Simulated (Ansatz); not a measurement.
**Fields on a plane of Pd (fcc, Cu type)**

```
CELL_PARAMETERS angstrom
      0.00000     1.97130     1.97130
      1.97130     0.00000     1.97130
      1.97130     1.97130     0.00000
ATOMIC_POSITIONS crystal
  Pd 0.00000 0.00000 0.00000
```

The slice is a {100} plane (indices of the conventional cell) through the point (0.000, 0.000, 0.000) (fractional), spanned by u = [100] and v = [0 1 -1] in vectors of this cell: u (2.79 Å) and v (2.79 Å, at 90° to u). It covers one period; positions are fractions (u, v).

Atoms on it: Pd at (0.00, 0.00).

All values below come from PBE (plane waves to 420 eV, PAW, scalar-relativistic; Ansatz, a program for electronic structure). k mesh 20×20×20. These are valence fields of a PAW run, semicore shells included where kept as valence: close to a nucleus they are smooth pseudo fields. Pd is run without spin polarisation. Pd was relaxed with its symmetry unable to fall. The PAW data are Ansatz's earlier set.

```
|xxxxxxxxxx013555310xxxxxxxxx|
|xxxxxxxxxx014555410xxxxxxxxx|
|xxxxxxxxxx024565420xxxxxxxxx|
|xxxxxxxxxx035666530xxxxxxxxx|
|xxxxxxxxx02456765420xxxxxxxx|
|xxxxxxxxx03567776530xxxxxxxx|
|xxxxxxxx0246778776420xxxxxxx|
|xxxxxxx024678888876420xxxxxx|
|xxxxx0024677889887764200xxxx|
|x000023467789999987764320000|
|0112345677899999998776543211|
|3344556788999999999887655443|
|5555667788999999999887766555|
|5556677889999999999988776655|
|5555667788999999999887766555|
|3344556788999999999887655443|
|0112345677899999998776543211|
|x000023467789999987764320000|
|xxxxx0024677889887764200xxxx|
|xxxxxxx024678888876420xxxxxx|
|xxxxxxxx0246778776420xxxxxxx|
|xxxxxxxxx03567776530xxxxxxxx|
|xxxxxxxxx02456765420xxxxxxxx|
|xxxxxxxxxx035666530xxxxxxxxx|
|xxxxxxxxxx024565420xxxxxxxxx|
|xxxxxxxxxx014555410xxxxxxxxx|
|xxxxxxxxxx013555310xxxxxxxxx|
|xxxxxxxxxxx0345430xxxxxxxxxx|
```
Scale: ten equal steps from 4.00 (start of '0') to 12.63 (end of '9'), in the order '0123456789'. Values: electrostatic potential energy of an electron, from the cell's mean, in eV. The map has 28 points along u (one character each, u = 0 at the left) and 28 along v (v = 0 in the bottom row). Points within 1 Å of a nucleus are blanked (x), as the pseudised field means little there. Values under 4 eV are set to 4. The zero, the cell's mean, hangs on the PAW cores.

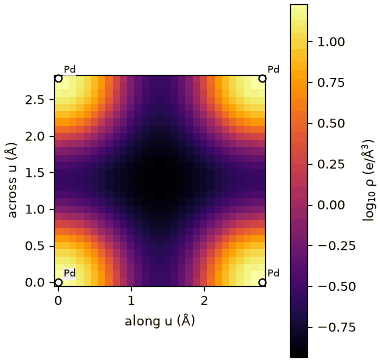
Log₁₀ of the valence density in e/Å³, one period of the plane, atoms marked. The scale is logarithmic, as a density can span decades between atoms and voids.

* **Density on the Pd–Pd line (2.79 Å) at its midpoint**: 0.28 e/Å³
* **ELF at that point**: 0.20
